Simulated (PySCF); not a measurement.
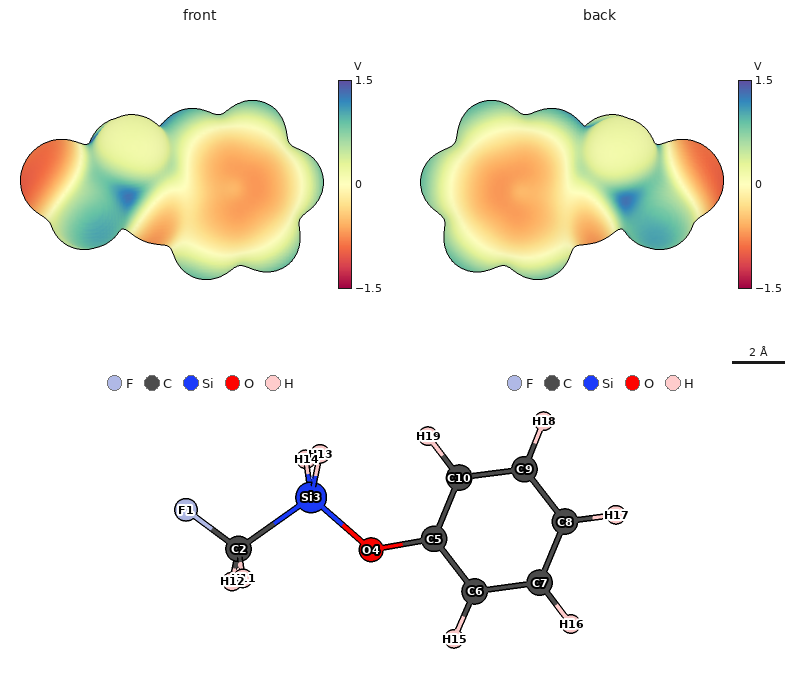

*C7H9FOSi (SMILES FC[SiH2]Oc1ccccc1). The molecular electrostatic potential painted on the density surface at 0.002 e/bohr³, seen from the front and from behind; red is negative and blue positive. The bare structure is drawn below in the same view.*

Geometry: PBE0-D3(BJ)/def2-SVP.

All numbers below come from PBE0/pcSseg-1, SCF density, gas phase, non-relativistic (PySCF).

```xyz
19

F     4.7042    0.5384   -0.7146
C     3.6524   -0.3243   -0.4728
Si    2.0637    0.6898   -0.3470
O     0.8717   -0.4604   -0.0689
C    -0.4611   -0.2874    0.0947
C    -1.2441   -1.4247    0.3171
C    -2.6180   -1.2973    0.4918
C    -3.2271   -0.0421    0.4471
C    -2.4444    1.0885    0.2255
C    -1.0663    0.9727    0.0496
H     3.5868   -1.0646   -1.2894
H     3.8414   -0.8822    0.4612
H     1.8065    1.4292   -1.6165
H     2.1424    1.6577    0.7851
H    -0.7513   -2.3982    0.3490
H    -3.2216   -2.1915    0.6654
H    -4.3061    0.0530    0.5848
H    -2.9065    2.0779    0.1881
H    -0.4621    1.8680   -0.1231
```

**Where is the surface potential most negative and most positive?**

The most negative region (about −1.0 V, or −23 kcal/mol for a unit charge) lies over F1, the most positive (about +1.3 V, or +30 kcal/mol for a unit charge) over Si3.

**What dipole moment does the calculation give?**

Its dipole moment is 1.22 D.
